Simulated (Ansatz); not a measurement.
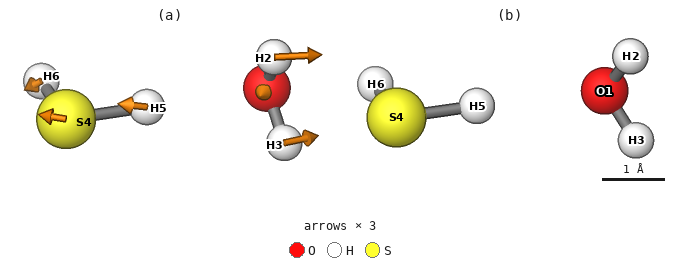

The structure of H$_{4}$SO before (left) and after (right) a relaxation, at one scale. The orange arrows give the displacements, magnified 3 times.

A ball-and-stick model, seen face on.

Theory: RKS PBE0-D4/def2-TZVP in Ansatz. Settings: force threshold 0.005 eV/Å; at most 200 steps.

> Describe what moved and what it gained.

The energy falls by 0.055 eV in 9 accepted moves (11 points after the start). The largest force component goes from 0.9 to 0.0014 eV/Å. The line search rejected the trial steps at points 1, 10 of the run. The atom that moves furthest after the best rigid fit is H2 (0.27 Å). By element the largest moves are H 0.27 Å, O 0.16 Å, S 0.16 Å. Near-neighbour distances that change, for instance: S4–H5 1.375 → 1.349 Å, S4–H6 1.360 → 1.341 Å, O1–H2 0.976 → 0.960 Å. Among the angles between lasting bonds that change: H2–O1–H3 102.8° → 105.6°. The run took about 14 core-seconds on a shared host.
